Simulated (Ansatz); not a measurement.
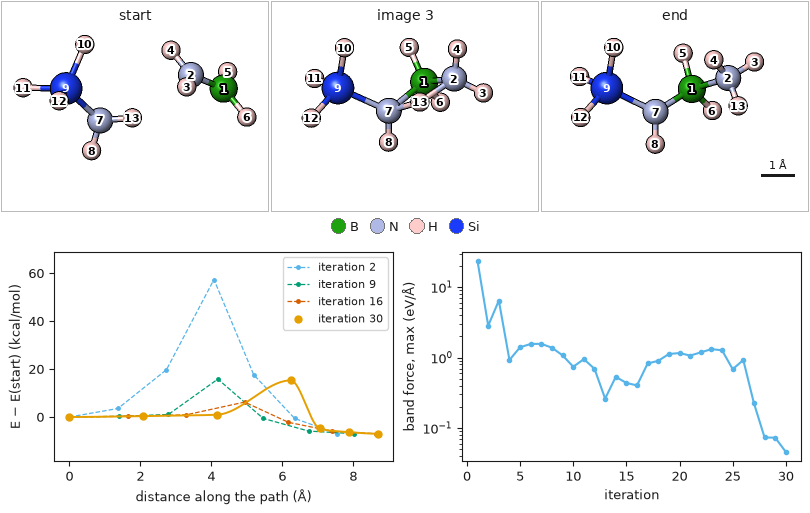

A nudged-elastic-band calculation for BSiN2H9, made up at the start of BNH4 and SiNH₅. Images are numbered from 0 (start) to 6 (end). The plot follows the band through its iterations. A ball-and-stick model, seen from a free direction.

Level of theory: RKS CAM-B3LYP/6-31G* (Ansatz). Set-up: 5 movable images; climbing image; force threshold 0.05 eV/Å; iteration limit 60; starting path through a guess of the saddle point.

How did the profile develop, and is the result final?

Answer. The result is final at these settings. The band converged in 30 iterations. The largest component of the band force went from 23 to 0.046 eV/Å. The climbing image converged on the top of the path. Its vibrational analysis gives one imaginary mode (1507i cm⁻¹), as a transition state must have. The first iteration put the highest image at 96.6 kcal/mol. The energy climbs by 15.3 kcal/mol to image 3 and then falls by 22.2 kcal/mol, so the end point sits at −7.0 kcal/mol.

Limits of the set-up: the start holds two separate molecules, 2.5 Å apart at their closest, whose relative position is a soft coordinate and is computed without a dispersion correction.
